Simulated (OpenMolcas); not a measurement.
Single-point calculation, with input and output: C2H6Ga (part 2 of 2)

C2H6Ga, multiplicity 2; PBE/6-31G*, UKS (OpenMolcas 26.06). A bond length was changed on purpose from its optimised value.

Geometry of the input (Å):
```
C  -2.3603  1.5917  -0.3578
Ga -0.6570  0.8142  0.3399
C  0.1603  -0.7110  -0.6592
H  -3.1279  0.8112  -0.3556
H  -2.2061  1.9084  -1.3942
H  -2.7163  2.4400  0.2251
H  2.2020  -1.4968  0.3182
H  0.3557  -0.3934  -1.6884
H  -0.5595  -1.5350  -0.6928
```

## The program's output, continued
```
   1    -3.281926039 -1193.335366640  1026.441689022   0.00E+00    4.55E-01*   5.97E-01*    9.97E+00   3.04E+02   None         3.
   2    -2.056650729 -1221.039961426  1055.371559118   1.23E+00*   5.49E-01*   8.52E-02*    5.09E+00   3.09E+02   EDIIS        2.
   3    -3.441546948 -1207.991266906  1040.937968379  -1.38E+00*   5.16E-01*   6.42E-02*    2.61E+00   3.07E+02   EDIIS        2.
   4    -3.236771982 -1197.274373210  1030.425849649   2.05E-01*   3.27E-01*   5.52E-02*    2.26E+00   3.05E+02   EDIIS        2.
   5    -3.552928696 -1195.240951584  1028.076271308  -3.16E-01*   1.72E-01*   3.58E-02*    2.32E+00   3.05E+02   EDIIS        2.
   6    -3.731001391 -1205.496513009  1038.153760039  -1.78E-01*   4.48E-01*   3.38E-02*    1.23E+00   3.06E+02   EDIIS        2.
   7    -3.708547845 -1197.384938465  1030.064639041   2.25E-02*   2.02E-01*   2.15E-02*    1.06E+00   3.05E+02   EDIIS        2.
   8    -3.761015026 -1201.821527189  1034.448760584  -5.25E-02*   2.54E-01*   1.38E-02*    6.88E-01   3.06E+02   EDIIS        2.
   9    -3.767660615 -1202.474317987  1035.094905793  -6.65E-03*   3.30E-01*   9.50E-03*    4.37E-01   3.06E+02   EDIIS        2.
  10    -3.766377521 -1199.570020594  1032.191891494   1.28E-03*   1.48E-01*   7.99E-03*    5.05E-01   3.05E+02   EDIIS        2.
  11    -3.776897400 -1202.075561955  1034.686912975  -1.05E-02*   1.45E-01*   8.89E-03*    2.03E-01   3.06E+02   c2DIIS       2.
  12    -3.775403166 -1201.330755928  1033.943601183   1.49E-03*   5.69E-02*   2.92E-03*    1.57E-01   3.06E+02   c2DIIS       2.
  13    -3.777737155 -1201.420476715  1034.030987980  -2.33E-03*   3.88E-01*   9.93E-03*    9.27E-02   3.06E+02   QNRc2DIIS    2.
  14    -3.764187414 -1203.305346512  1035.929407519   1.35E-02*   3.16E-01*   5.89E-02*    3.83E-01   3.06E+02   QNRc2DIIS    2.
  15    -3.778048701 -1201.697406716  1034.307606435  -1.39E-02*   1.49E-01*   2.43E-03*    3.08E-01   3.06E+02   QNRc2DIIS    2.
  16    -3.777265768 -1201.521300009  1034.132282662   7.83E-04*   1.15E-01*   7.53E-03*    1.84E-01   3.06E+02   QNRc2DIIS    2.
  17    -3.778171739 -1201.649568528  1034.259645210  -9.06E-04*   1.07E-01*   3.09E-03*    1.40E-01   3.06E+02   QNRc2DIIS    2.
  18    -3.777100686 -1202.052992463  1034.664140197   1.07E-03*   8.86E-02*   1.70E-02*    1.06E-01   3.06E+02   QNRc2DIIS    2.
  19    -3.778215646 -1201.614000805  1034.224033580  -1.11E-03*   2.18E-02*   1.04E-03*    8.54E-02   3.06E+02   QNRc2DIIS    2.
  20    -3.778238849 -1201.714098533  1034.324108105  -2.32E-05*   2.44E-02*   8.30E-04*    2.46E-02   3.06E+02   QNRc2DIIS    2.
  21    -3.778220235 -1201.676640922  1034.286669108   1.86E-05*   3.43E-02*   8.14E-04*    2.21E-02   3.06E+02   QNRc2DIIS    2.
  22    -3.778191213 -1201.686733046  1034.296790254   2.90E-05*   5.97E-02*   6.96E-04*    3.47E-02   3.06E+02   QNRc2DIIS    2.
  23    -3.778185131 -1201.715013967  1034.325077257   6.08E-06*   2.83E-02*   7.94E-04*    5.76E-02   3.06E+02   QNRc2DIIS    2.
  24    -3.778188081 -1201.635916210  1034.245976550  -2.95E-06*   1.68E-02*   5.26E-04*    2.81E-02   3.06E+02   QNRc2DIIS    2.
  25    -3.778187866 -1201.692821820  1034.302882375   2.16E-07*   1.80E-03*   5.11E-04*    1.68E-02   3.06E+02   QNRc2DIIS    2.
  26    -3.778188349 -1201.680416404  1034.290476475  -4.84E-07*   6.05E-03*   2.14E-04*    2.36E-03   3.06E+02   QNRc2DIIS    2.
  27    -3.778188097 -1201.681912138  1034.291972462   2.52E-07*   4.87E-03*   2.96E-04*    5.92E-03   3.06E+02   QNRc2DIIS    2.
  28    -3.778188404 -1201.651934845  1034.261994861  -3.07E-07*   2.16E-03*   1.75E-04*    5.27E-03   3.06E+02   QNRc2DIIS    2.
  29    -3.778188373 -1201.665482397  1034.275542445   3.11E-08*   3.72E-03*   1.08E-04*    2.45E-03   3.06E+02   QNRc2DIIS    2.
  30    -3.778188500 -1201.664032820  1034.274092741  -1.27E-07*   1.40E-03*   2.56E-05*    3.92E-03   3.06E+02   QNRc2DIIS    2.
  31    -3.778188498 -1201.659257547  1034.269317470   1.57E-09*   1.90E-03*   4.44E-05*    1.39E-03   3.06E+02   QNRc2DIIS    2.
  32    -3.778188502 -1201.663356625  1034.273416544  -4.08E-09*   2.59E-04*   1.51E-05*    1.93E-03   3.06E+02   QNRc2DIIS    2.
  33    -3.778188503 -1201.662846130  1034.272906048  -3.36E-10*   5.46E-05*   6.55E-06*    2.82E-04   3.06E+02   QNRc2DIIS    2.
  34    -3.778188503 -1201.662772236  1034.272832154   1.55E-11*   3.75E-05*   5.14E-06*    5.43E-05   3.06E+02   QNRc2DIIS    2.
  35    -3.778188503 -1201.662720790  1034.272780708   9.09E-12*   1.69E-04*   4.11E-06*    3.76E-05   3.06E+02   QNRc2DIIS    2.
  36    -3.778188503 -1201.662509639  1034.272569557   1.68E-11*   1.35E-05*   3.87E-07*    1.69E-04   3.06E+02   QNRc2DIIS    2.
  37    -3.778188503 -1201.662522247  1034.272582165  -4.55E-13    1.38E-07    4.16E-09     1.36E-05   3.06E+02   QNRc2DIIS    2.

       Convergence after  37 Iterations
--

 *****************************************************************************************************************************
 *                                             SCF/KS-DFT Program, Final results                                             *
 *                                                       Final Results                                                       *
 *****************************************************************************************************************************

::    Total KS-DFT energy                           -2003.7781885027
      One-electron energy                           -3201.6625222469
      Two-electron energy                            1034.2725821650
      Nuclear repulsion energy                        163.6117515792
      Kinetic energy (interpolated)                  1999.8529688349
      Virial theorem                                    1.0019627541
      Total spin, S(S+1)                                0.7594001260
      Total spin, S                                     0.5046890693
      Max non-diagonal density matrix element           0.0000000771
      Max non-diagonal Fock matrix element              0.0000000054

      All orbitals with orbital energies smaller than  E(LUMO)+0.5 are printed

++    Molecular orbitals:
      -------------------

      Title: UKS-DFT orbitals (alpha)

      Molecular orbitals for symmetry species 1: a

          Orbital            1         2         3         4         5         6         7         8         9        10
          Energy         -370.9242  -45.3531  -40.2009  -40.1984  -40.1971   -9.9250   -9.8884   -5.2827   -3.6137   -3.6057
          Occ. No.          1.0000    1.0000    1.0000    1.0000    1.0000    1.0000    1.0000    1.0000    1.0000    1.0000

          Orbital           11        12        13        14        15        16        17        18        19        20
          Energy           -3.6014   -0.7292   -0.7256   -0.7241   -0.7223   -0.7186   -0.6255   -0.5954   -0.3670   -0.3662
          Occ. No.          1.0000    1.0000    1.0000    1.0000    1.0000    1.0000    1.0000    1.0000    1.0000    1.0000

          Orbital           21        22        23        24        25        26        27        28        29        30
          Energy           -0.3599   -0.3581   -0.2645   -0.2138   -0.1497   -0.1263   -0.0776    0.0189    0.0357    0.0749
          Occ. No.          1.0000    1.0000    1.0000    1.0000    1.0000    0.0000    0.0000    0.0000    0.0000    0.0000

          Orbital           31        32        33        34        35        36        37        38
          Energy            0.0865    0.1152    0.1389    0.1534    0.1680    0.1729    0.2417    0.2484
          Occ. No.          0.0000    0.0000    0.0000    0.0000    0.0000    0.0000    0.0000    0.0000

--

      All orbitals with orbital energies smaller than  E(LUMO)+0.5 are printed

++    Molecular orbitals:
      -------------------

      Title: UKS-DFT orbitals (beta)

      Molecular orbitals for symmetry species 1: a

          Orbital            1         2         3         4         5         6         7         8         9        10
          Energy         -370.9235  -45.3530  -40.2008  -40.1977  -40.1967   -9.9217   -9.8865   -5.2819   -3.6128   -3.6040
          Occ. No.          1.0000    1.0000    1.0000    1.0000    1.0000    1.0000    1.0000    1.0000    1.0000    1.0000

          Orbital           11        12        13        14        15        16        17        18        19        20
          Energy           -3.6011   -0.7268   -0.7221   -0.7211   -0.7207   -0.7155   -0.6212   -0.5881   -0.3647   -0.3615
          Occ. No.          1.0000    1.0000    1.0000    1.0000    1.0000    1.0000    1.0000    1.0000    1.0000    1.0000

          Orbital           21        22        23        24        25        26        27        28        29        30
          Energy           -0.3558   -0.3477   -0.2567   -0.2075   -0.1234   -0.1056   -0.0606    0.0258    0.0489    0.0941
          Occ. No.          1.0000    1.0000    1.0000    1.0000    0.0000    0.0000    0.0000    0.0000    0.0000    0.0000

          Orbital           31        32        33        34        35        36        37        38
          Energy            0.0960    0.1215    0.1412    0.1627    0.1801    0.1829    0.2520    0.2638
          Occ. No.          0.0000    0.0000    0.0000    0.0000    0.0000    0.0000    0.0000    0.0000

--

++    Molecular charges:
      ------------------

      Mulliken charges per centre and basis function type
      ---------------------------------------------------

                            C1                      GA2                     C3                      H4                      H5                      H6
                     alpha        beta       alpha        beta       alpha        beta       alpha        beta       alpha        beta       alpha        beta
      1s           1.6735      1.6574      3.8658      3.6304      1.7062      1.6852      0.4060      0.4025      0.4066      0.4019      0.3975      0.4016
      2px          0.5696      0.5115      2.2852      2.2125      0.5014      0.4189      0.0000      0.0000      0.0000      0.0000      0.0000      0.0000
      2pz          0.5456      0.5299      2.3828      2.0540      0.5175      0.4975      0.0000      0.0000      0.0000      0.0000      0.0000      0.0000
      2py          0.5441      0.5340      2.2475      2.1649      0.5551      0.4687      0.0000      0.0000      0.0000      0.0000      0.0000      0.0000
      3d2+         0.0008      0.0007      1.0097      1.0100      0.0003      0.0001      0.0000      0.0000      0.0000      0.0000      0.0000      0.0000
      3d1+         0.0009      0.0006      1.0088      1.0097      0.0003      0.0002      0.0000      0.0000      0.0000      0.0000      0.0000      0.0000
      3d0          0.0031      0.0031      1.0063      1.0058      0.0039      0.0037      0.0000      0.0000      0.0000      0.0000      0.0000      0.0000
      3d1-         0.0022      0.0021      1.0082      1.0077      0.0012      0.0011      0.0000      0.0000      0.0000      0.0000      0.0000      0.0000
      3d2-         0.0034      0.0033      1.0113      1.0063      0.0034      0.0031      0.0000      0.0000      0.0000      0.0000      0.0000      0.0000
      Total        3.3434      3.2427     15.8257     15.1013      3.2892      3.0786      0.4060      0.4025      0.4066      0.4019      0.3975      0.4016
      Total              6.5861                 30.9269                  6.3678                  0.8084                  0.8085                  0.7990

      Charge           -0.5861                  0.0731                 -0.3678                  0.1916                  0.1915                  0.2010

                            H7                      H8                      H9
                     alpha        beta       alpha        beta       alpha        beta
      1s           0.5182      0.5514      0.4068      0.4100      0.4067      0.4101
      2px          0.0000      0.0000      0.0000      0.0000      0.0000      0.0000
      2pz          0.0000      0.0000      0.0000      0.0000      0.0000      0.0000
      2py          0.0000      0.0000      0.0000      0.0000      0.0000      0.0000
      3d2+         0.0000      0.0000      0.0000      0.0000      0.0000      0.0000
      3d1+         0.0000      0.0000      0.0000      0.0000      0.0000      0.0000
      3d0          0.0000      0.0000      0.0000      0.0000      0.0000      0.0000
      3d1-         0.0000      0.0000      0.0000      0.0000      0.0000      0.0000
      3d2-         0.0000      0.0000      0.0000      0.0000      0.0000      0.0000
      Total        0.5182      0.5514      0.4068      0.4100      0.4067      0.4101
      Total              1.0696                  0.8169                  0.8168

      Charge           -0.0696                  0.1831                  0.1832

      Total electronic charge=   49.000000

      Total            charge=   -0.000000
--

++    Molecular orbitals:
      -------------------

      Title: Natural orbitals

      Molecular orbitals for symmetry species 1: a

          Orbital            1         2         3         4         5         6         7         8         9        10
          Energy         -370.9238  -45.3531  -40.2008  -40.1980  -40.1969   -9.8959   -9.8768   -5.1061   -3.6048   -3.5966
          Occ. No.          2.0000    2.0000    2.0000    2.0000    2.0000    2.0000    2.0000    2.0000    2.0000    2.0000

          Orbital           11        12        13        14        15        16        17        18        19        20
          Energy           -3.7813   -0.5155   -0.6696   -0.6252   -0.6673   -0.6038   -0.4263   -0.6019   -0.4579   -0.5954
          Occ. No.          2.0000    2.0000    2.0000    2.0000    2.0000    2.0000    2.0000    2.0000    2.0000    2.0000

          Orbital           21        22        23        24        25        26        27        28        29        30
          Energy           -0.6103   -0.4147   -0.3820   -0.2200   -0.1293   -0.1154    0.2797    0.4372    0.1032    0.6289
          Occ. No.          1.9999    1.9999    1.9997    1.9958    1.0000    0.0042    0.0003    0.0001    0.0001    0.0000

          Orbital           31        32        33        34        35        36        37        38        39        40
          Energy            0.3166    0.5764    0.2961    0.5598    0.5585    0.5325    0.5611    0.6707    0.7652    2.3682
          Occ. No.          0.0000    0.0000    0.0000    0.0000    0.0000    0.0000    0.0000    0.0000    0.0000    0.0000

          Orbital           41        42        43        44        45        46        47        48        49        50
          Energy            2.1147    1.1533    1.1151    2.0839    1.4321    0.7008    0.9541    2.1924    0.5000    0.4318
          Occ. No.          0.0000    0.0000    0.0000    0.0000    0.0000    0.0000    0.0000    0.0000    0.0000    0.0000

          Orbital           51        52        53        54        55        56        57        58        59        60
          Energy            0.4882    0.7306    0.8115    1.1829    1.2754    0.7383    2.6116    0.9310    0.5513    1.1357
          Occ. No.          0.0000    0.0000    0.0000    0.0000    0.0000    0.0000    0.0000    0.0000    0.0000    0.0000

          Orbital           61        62        63        64
          Energy            1.3321    2.0919    0.9981    1.9800
          Occ. No.          0.0000    0.0000    0.0000    0.0000

--

++    Molecular properties:
      ---------------------

      Charge (e):
                      =   -0.0000
      Dipole Moment (debye):
      Origin of the operator (angstrom)=   -0.7859    0.6915    0.0769
                   X= -2.2526E+00               Y=  8.3861E-01               Z= -1.1184E+00           Total=  2.6511E+00
      Quadrupole Moment (debye*angstrom):
      Origin of the operator (angstrom)=   -0.7859    0.6915    0.0769
                  XX= -3.4847E+01              XY=  3.7497E+00              XZ= -9.8262E-01              YY= -3.2621E+01
                  YZ= -5.5023E-01              ZZ= -3.0714E+01
      In traceless form (debye*angstrom)
                  XX= -3.1795E+00              XY=  5.6245E+00              XZ= -1.4739E+00              YY=  1.5975E-01
                  YZ= -8.2534E-01              ZZ=  3.0198E+00
--

--- Stop Module: scf /rc=_RC_ALL_IS_WELL_ ---
--- Module scf spent 1 minute 13 seconds ---

.##################.
.# Happy landing! #.
.##################.

    Timing: Wall=76.96 User=68.82 System=8.10
```

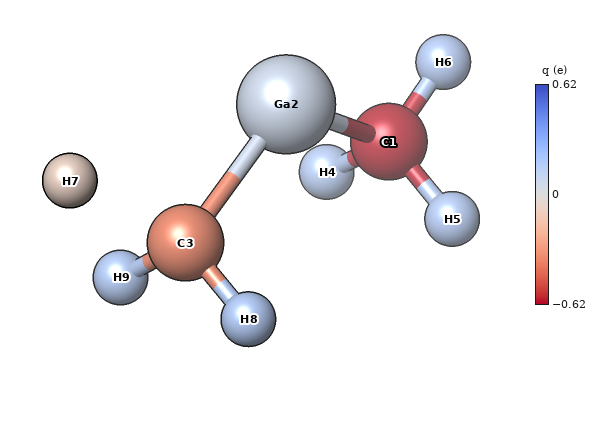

Fig. 1: Mulliken charges, as the colour of each atom (ball-and-stick view, seen at a tilt; atoms are numbered from 1 in the order of the input). By element: C −0.59 to −0.37, Ga +0.07 and H −0.07 to +0.20 e.
